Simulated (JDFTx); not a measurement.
```yaml
surface: Ir(100)
bulk: Ir, Fm-3m, lattice of mp-101 (not re-optimised)
slab: 4 atoms in 4 planes, 1x1, 5.7 Å between the outermost planes
in-plane cell: 2.725 × 2.725 Å, 7.43 Å²
cell_height: 21.8 Å
sampling: 8×8×1 k mesh, Fermi smearing 0.01 Ha, no spin polarisation
```

Computed with JDFTx (a modified build): PBE, GBRV ultrasoft potentials, plane waves to 20/100 Ha. Liquid on both sides: linear PCM (GLSSA13), water, 2 M KCl; nuclei fixed, outer atoms relaxed in vacuum. The electron chemical potential μ is absolute (zero in the bulk liquid) and is turned into a potential by U = −μ/e − 4.44 V vs SHE, a convention. Both faces are the same ideal termination; reconstructions, overlayers and chemisorbed solvent are outside this model. Convergence in thickness and k mesh wasn't tested for this slab.

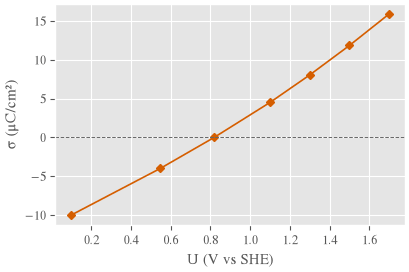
Figure: Surface charge density of Ir(100) against potential

Problem. Read off the potential of zero charge and the mean capacitance σ/(U − U_pzc) at the computed points next to it.

Solution. U_pzc ≈ 0.8 V. At 0.55 V it is about 15 μF/cm². At 1.10 V it is about 16 μF/cm².
